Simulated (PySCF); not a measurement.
# [ZrF3]+: singlet, from a trigonal planar start

The task is one start of a wider search on [ZrF3]+: the singlet, from a trigonal planar start. It is relaxed, tested by its Hessian and followed downhill if it is a saddle.

Method: PBE0, basis Zr def2-TZVP with ECP28, F def2-TZVP, scalar-relativistic core potentials, no spin–orbit coupling, density fitting; program: PySCF 2.14.0.

### 1 Where the work starts

4 atoms, charge 1, spin multiplicity 1.

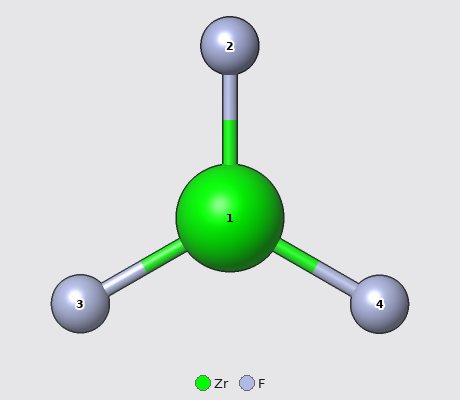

The starting geometry (zirconium green, fluorine light blue); atoms are numbered from 1 in the order of the file.

```xyz
4
charge 1 multiplicity 1
Zr    0.0000    0.0000    0.0000
F     2.1364    0.0000    0.0000
F    -1.0682    1.8502    0.0000
F    -1.0682   -1.8502    0.0000
```

### 2 Finding the electronic state

The steps below are one call of a driver around PySCF. For each, scf.py gives the equivalent set-up of the SCF; relaxations use the driver's own optimiser. After this first run the driver tries any further starts and a stability analysis.

The input, scf.py:

```python
from pyscf import gto, scf, dft
mol = gto.M(atom='''
Zr     0.000000     0.000000     0.000000
F      2.136400     0.000000     0.000000
F     -1.068200     1.850200     0.000000
F     -1.068200    -1.850200     0.000000''',
    basis={'Zr': 'def2-TZVP', 'F': 'def2-TZVP'},
    ecp={'Zr': 'def2-TZVP'},
    charge=1, spin=0)
mf = dft.RKS(mol, xc='PBE0')
mf.grids.atom_grid = (50, 194)
aux = {'Zr': 'def2-universal-JKFIT', 'F': 'def2-universal-JKFIT'}
mf = mf.density_fit(auxbasis=aux)
mf.conv_tol = 1e-08
mf.diis_space = 10
mf.max_cycle = 60
mf.init_guess = 'minao'
mf.verbose = 4
mf.kernel()
```

Command:

```sh
$ OMP_NUM_THREADS=4 python axn.py task.json out
```

Log:

```text
init E= -340.720969145446
  HOMO = -0.679229199506908  LUMO = -0.436347977058995  gap/eV = 6.60913
cycle= 1 E= -346.082986774488  delta_E= -5.36  |g|= 0.901  |ddm|= 4.27
  HOMO = -0.500218106144627  LUMO = -0.485762142550239  gap/eV = 0.39337
cycle= 2 E= -343.07951419407  delta_E=    3  |g|= 4.29  |ddm|= 1.99
  HOMO = -0.602133001012913  LUMO = -0.38856148737832  gap/eV = 5.81158
cycle= 3 E= -346.220624682528  delta_E= -3.14  |g|= 0.299  |ddm|= 1.66
  HOMO = -0.637722175708688  LUMO = -0.442426292953364  gap/eV = 5.31427
cycle= 4 E= -346.228165166957  delta_E= -0.00754  |g|= 0.151  |ddm|= 0.227
  HOMO = -0.640045669405791  LUMO = -0.428427192669997  gap/eV = 5.75843
cycle= 5 E= -346.232986870137  delta_E= -0.00482  |g|= 0.0192  |ddm|= 0.078
  HOMO = -0.641548561428607  LUMO = -0.427144814220524  gap/eV = 5.83422
cycle= 6 E= -346.233060234222  delta_E= -7.34e-05  |g|= 0.00249  |ddm|= 0.0112
  HOMO = -0.641463381072579  LUMO = -0.427266013096762  gap/eV = 5.82861
cycle= 7 E= -346.233060359051  delta_E= -1.25e-07  |g|= 0.00245  |ddm|= 0.00204
  HOMO = -0.641455305730936  LUMO = -0.427287520913326  gap/eV = 5.82780
cycle= 8 E= -346.233061390705  delta_E= -1.03e-06  |g|= 0.000173  |ddm|= 0.00116
  HOMO = -0.641452377611768  LUMO = -0.427289824303056  gap/eV = 5.82766
cycle= 9 E= -346.233061398278  delta_E= -7.57e-09  |g|= 1.44e-05  |ddm|= 0.000167
  HOMO = -0.64145380957441  LUMO = -0.427285865925637  gap/eV = 5.82781
Extra cycle  E= -346.233061398327  delta_E= -4.89e-11  |g|= 2.52e-05  |ddm|= 3.69e-05
converged SCF energy = -346.233061398327
```

This step, with its further starts and checks, needed 7.9 s of wall time on 4 threads of Arm Neoverse V2, shared host.

Energies from each starting density:

```
                      start  energy (Eh)
    the minimal-basis guess  -346.233061
a thermally smeared density  -346.233061
      a smeared PBE density  -346.233061
```

The test of internal stability and the other starts found no lower closed-shell solution.

### 3 Relaxation: trigonal planar start, singlet

The program finds D3h symmetry in the start, which this walk keeps. The walk stops when the largest gradient is under 0.0003 Eh/bohr and the energy has settled too.

scf.py: that of step 2 with these lines changed.

```diff
@@ -3,4 +3,4 @@
-Zr     0.000000     0.000000     0.000000
-F      2.136400     0.000000     0.000000
-F     -1.068200     1.850200     0.000000
-F     -1.068200    -1.850200     0.000000''',
+Zr    -0.000000     0.000000     0.000000
+F      2.136413    -0.000000     0.000000
+F     -1.068207     1.850188     0.000000
+F     -1.068207    -1.850188     0.000000''',
@@ -17 +16,0 @@
-mf.init_guess = 'minao'
```

Energy and gradient, step by step:

```
step  energy (Eh)  change (kJ/mol)  largest symmetric gradient (Eh/bohr)
   0  -346.233061             0.00                               0.10732
   1  -346.323007          -236.15                               0.06247
   2  -346.336947          -272.75                               0.04935
   3  -346.344421          -292.37                               0.00900
   4  -346.344742          -293.22                               0.00127
   5  -346.344749          -293.23                               0.00004
```

The walk took 9.6 s.

Positions (Å) and forces (eV/Å) along the way:

```
step 0
Zr   0.000   0.000   0.000   0.032   0.000   0.000
F    2.136   0.000   0.000  -5.522   0.000   0.000
F   -1.068   1.850   0.000   2.745  -4.786   0.000
F   -1.068  -1.850   0.000   2.745   4.786   0.000
step 1
Zr   0.000   0.000   0.000   0.001   0.000   0.000
F    1.958   0.000   0.000  -3.218   0.000   0.000
F   -0.979   1.696   0.000   1.609  -2.777   0.000
F   -0.979  -1.696   0.000   1.609   2.777   0.000
step 3
Zr   0.000   0.000   0.000  -0.010   0.000   0.000
F    1.859   0.000   0.000  -0.476   0.000   0.000
F   -0.929   1.610   0.000   0.243  -0.387   0.000
F   -0.929  -1.610   0.000   0.243   0.387   0.000
step 5
Zr   0.000   0.000   0.000  -0.015   0.000   0.000
F    1.846   0.000   0.000  -0.009   0.000   0.000
F   -0.923   1.599   0.000   0.012   0.016   0.000
F   -0.923  -1.599   0.000   0.012  -0.016   0.000
```

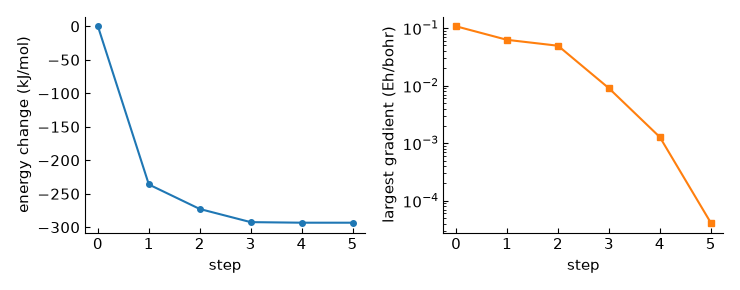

Energy and largest gradient along the walk.

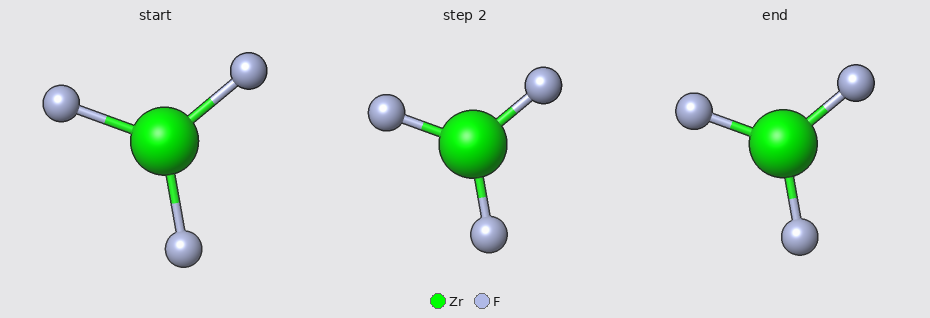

The geometry along the walk, at one scale.

End point (D3h, 5 steps, 293.2 kJ/mol gained): Zr–F 1.846 Å (×3); F–Zr–F 120.0° (×3).

### 4 Vibrations and properties at this point

The point is checked on the finer grid, and tightened if its gradient asks for it. The Hessian and the dipole derivatives come from central differences of analytic gradients, with steps of 0.02 bohr.

scf.py: that of step 3 with these lines changed.

```diff
@@ -3,4 +3,4 @@
-Zr    -0.000000     0.000000     0.000000
-F      2.136413    -0.000000     0.000000
-F     -1.068207     1.850188     0.000000
-F     -1.068207    -1.850188     0.000000''',
+Zr     0.000000    -0.000000     0.000000
+F      1.846184    -0.000000     0.000000
+F     -0.923092     1.598842     0.000000
+F     -0.923092    -1.598842     0.000000''',
@@ -11 +11 @@
-mf.grids.atom_grid = (50, 194)
+mf.grids.atom_grid = (75, 302)
@@ -14 +14 @@
-mf.conv_tol = 1e-08
+mf.conv_tol = 1e-10
```

This SCF starts from the last density.

SCF at the final geometry:

```text
init E= -346.345065807498
  HOMO = -0.669025152969116  LUMO = -0.370170436108733  gap/eV = 8.13225
cycle= 1 E= -346.345065807494  delta_E= 4.66e-12  |g|= 6.78e-06  |ddm|= 4.65e-06
  HOMO = -0.669023987193377  LUMO = -0.370171346575027  gap/eV = 8.13219
Extra cycle  E= -346.345065807468  delta_E= 2.59e-11  |g|= 1.43e-05  |ddm|= 9.18e-06
converged SCF energy = -346.345065807468
```

The whole step took 20 s.

Geometry: D3h; Zr–F 1.846 Å (×3); F–Zr–F 120.0° (×3).

Modes, for the most abundant isotopes:

```tsv
symmetry	ω (cm⁻¹)	IR (km/mol)	μ (u)	type
a2''	111i	85.4	27.38	bend
e'	176	23.9	21.09	bend
a1'	734	0.0	19.00	stretch
e'	775	487	23.95	stretch
```

1 mode is imaginary, the largest at 111i cm⁻¹: a saddle point, not a minimum.

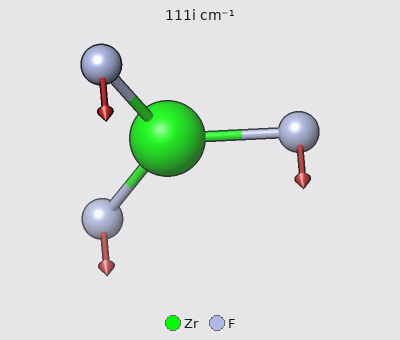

The imaginary mode, as arrows.

Constants and moments:

```
Dipole moment about the centre of mass                          : 0.00 D
Highest occupied level                                          : -18.21 eV
Lowest empty level                                              : -10.07 eV
Rotational constants                                            : 0.1736, 0.1736, 0.08678 cm⁻¹
Zero-point energy (real modes)                                  : 15.8 kJ/mol
Principal polarisabilities                                      : 14.7, 29.9, 29.9 bohr³
Principal traceless quadrupole moments about the centre of mass : -5.02, -5.02, 10.04 D Å
```

Populations by atom (charges in e):

```tsv
atom	Mulliken	Löwdin	polar tensor	Mayer order to Zr1
Zr1	2.00	1.42	3.06	–
F2,3,4	-0.33	-0.14	-0.69	1.09
```

Outer orbital energies (eV). occupied: -19.96, -19.70, -19.21, -19.21, -18.54, -18.51, -18.21, -18.21; empty: -10.07, -8.89, -8.89, -6.07.

Mulliken populations on Zr1 (outside its core potential): s 2.08, p 6.16, d 1.59, f 0.16.

### 5 Leaving the saddle point

The atoms are moved a little along the softest imaginary mode and relaxed again.

The program finds C3v symmetry in the start, which this walk keeps. The walk stops when the largest gradient is under 0.0003 Eh/bohr and the energy has settled too.

scf.py: that of step 4 with these lines changed.

```diff
@@ -3,4 +3,4 @@
-Zr     0.000000    -0.000000     0.000000
-F      1.846184    -0.000000     0.000000
-F     -0.923092     1.598842     0.000000
-F     -0.923092    -1.598842     0.000000''',
+Zr    -0.000000    -0.000000    -0.158488
+F      1.846184    -0.000000     0.250000
+F     -0.923092     1.598842     0.250000
+F     -0.923092    -1.598842     0.250000''',
@@ -11 +11 @@
-mf.grids.atom_grid = (75, 302)
+mf.grids.atom_grid = (50, 194)
@@ -14 +14 @@
-mf.conv_tol = 1e-10
+mf.conv_tol = 1e-08
```

The optimiser's trace:

```
step  energy (Eh)  change (kJ/mol)  largest symmetric gradient (Eh/bohr)
   0  -346.343867             0.00                               0.03223
   1  -346.348961           -13.37                               0.00550
   2  -346.349530           -14.87                               0.00277
   3  -346.350006           -16.12                               0.00472
   4  -346.350148           -16.49                               0.00345
   5  -346.350182           -16.58                               0.00145
   6  -346.350189           -16.60                               0.00001
```

The walk took 13 s.

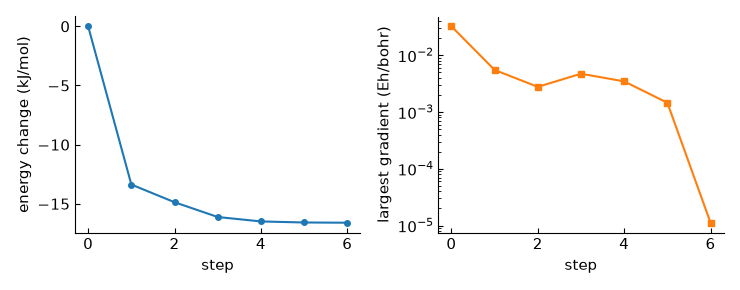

Energy and largest gradient along the walk.

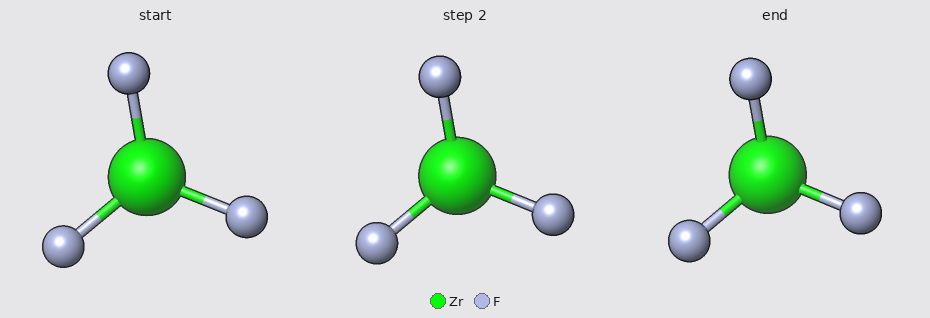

The geometry along the walk, at one scale.

It settles in C3v symmetry, 16.6 kJ/mol below the start, after 6 steps: Zr–F 1.835 Å (×3); F–Zr–F 109.2° (×3).

### 6 Is it a minimum? Harmonic modes

The same treatment as at the point before.

scf.py: that of step 5 with these lines changed.

```diff
@@ -3,4 +3,4 @@
-Zr    -0.000000    -0.000000    -0.158488
-F      1.846184    -0.000000     0.250000
-F     -0.923092     1.598842     0.250000
-F     -0.923092    -1.598842     0.250000''',
+Zr     0.000000     0.000000    -0.221287
+F      1.736597    -0.000000     0.373127
+F     -0.868299     1.503937     0.373127
+F     -0.868299    -1.503937     0.373127''',
@@ -11 +11 @@
-mf.grids.atom_grid = (50, 194)
+mf.grids.atom_grid = (75, 302)
@@ -14 +14 @@
-mf.conv_tol = 1e-08
+mf.conv_tol = 1e-10
```

SCF at the final geometry:

```text
init E= -346.350195153496
  HOMO = -0.670434031644841  LUMO = -0.35416827101588  gap/eV = 8.60603
cycle= 1 E= -346.350195153497  delta_E= -7.39e-13  |g|= 1.53e-06  |ddm|= 1.21e-06
  HOMO = -0.670434224815219  LUMO = -0.354168052690138  gap/eV = 8.60604
Extra cycle  E= -346.350195153495  delta_E= 1.19e-12  |g|= 3.24e-06  |ddm|= 2.2e-06
converged SCF energy = -346.350195153495
```

The whole step needed 27 s of wall time on 4 threads of Arm Neoverse V2, shared host.

Geometry: C3v; Zr–F 1.836 Å (×3); F–Zr–F 110.0° (×3).

Modes, for the most abundant isotopes:

```csv
symmetry,ω (cm⁻¹),IR (km/mol),type
a1,134,51.9,bend
e,181,20.4,bend
a1,767,25.5,stretch
e,771,432,stretch
```

All wavenumbers are real: a minimum.

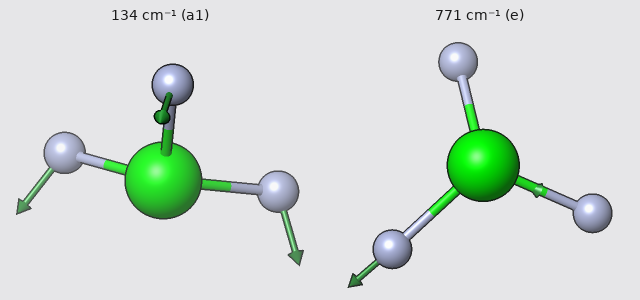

How the atoms move in 2 of the modes.

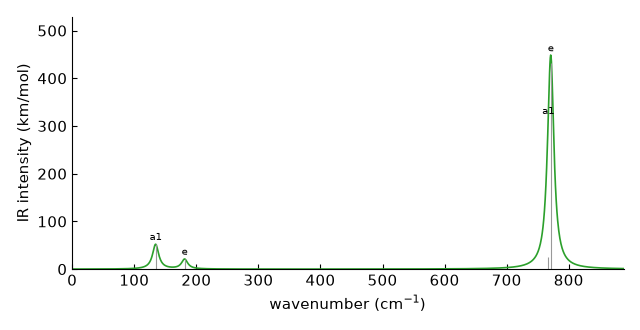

The harmonic infrared spectrum (widths in cm⁻¹). Lines are broadened to a width of 12 cm⁻¹ (Lorentzian).

Constants and moments:

```
Dipole moment about the centre of mass                          : 4.74 D
Highest occupied level                                          : -18.24 eV
Lowest empty level                                              : -9.64 eV
Rotational constants                                            : 0.1715, 0.1715, 0.09808 cm⁻¹
Zero-point energy                                               : 16.8 kJ/mol
Principal polarisabilities                                      : 16.5, 29.0, 29.0 bohr³
Principal traceless quadrupole moments about the centre of mass : -4.34, -4.34, 8.68 D Å
Entropy at 298.15 K and 1 bar                                   : 304.4 J/(mol K)
Heat capacity Cp at 298.15 K                                    : 65.7 J/(mol K)
Enthalpy at 298.15 K above 0 K                                  : 15.47 kJ/mol
Rotational symmetry number                                      : 3
```

Charges (e) and bond orders:

```csv
atom,Mulliken,Löwdin,polar tensor,Mayer order to Zr1
Zr1,1.96,1.37,2.95,–
"F2,3,4",-0.32,-0.12,-0.65,1.11
```

Outer orbital energies (eV). occupied: -19.81, -19.43, -19.20, -19.20, -18.50, -18.31, -18.24, -18.24; empty: -9.64, -8.45, -8.45, -6.33.

Mulliken populations on Zr1 (outside its core potential): s 2.10, p 6.14, d 1.64, f 0.16.

### 7 Stability of the closed shell

At the lowest minimum the closed shell is tested against spin polarisation, on the (50, 194) grid. It is stable.

### 8 All stationary points

| spin | group | bonds | imaginary modes (cm⁻¹) | ΔE (kJ/mol) | with zero-point energy |
| --- | --- | --- | --- | --- | --- |
| singlet | C3v | Zr–F 1.836 Å (×3) | none | 0.0 | 0.0 |
| singlet | D3h | Zr–F 1.846 Å (×3) | 111i | 13.5 | – |

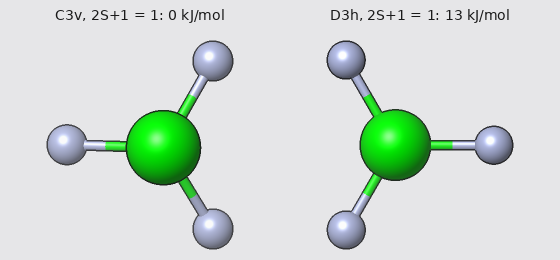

The points, lowest first (zirconium green, fluorine light blue).

### 9 Summary of results

| quantity | value |
| --- | --- |
| minimum | singlet, C3v |
| geometry | Zr–F 1.836 Å (×3); F–Zr–F 110.0° (×3) |
| wavenumbers (cm⁻¹) | 134 (a1), 181 (e), 767 (a1), 771 (e) |
| dipole moment (centre of mass) | 4.74 D |
| highest occupied, lowest empty level | -18.24, -9.64 eV |
| polar-tensor charge of Zr1 | +2.95 e |
| zero-point energy | 16.8 kJ/mol |
| entropy at 298.15 K | 304.4 J/(mol K) |

What this shows: The trigonal planar start (D3h) ends in a minimum of C3v symmetry, after a stop at a saddle point 13.5 kJ/mol higher, from which it was pushed off along an imaginary mode. In the infrared the band at 771 cm⁻¹ (e, stretch) leads. Only this shape and spin were tried, so other structures or states may lie lower.

The search up to here took 81 s.
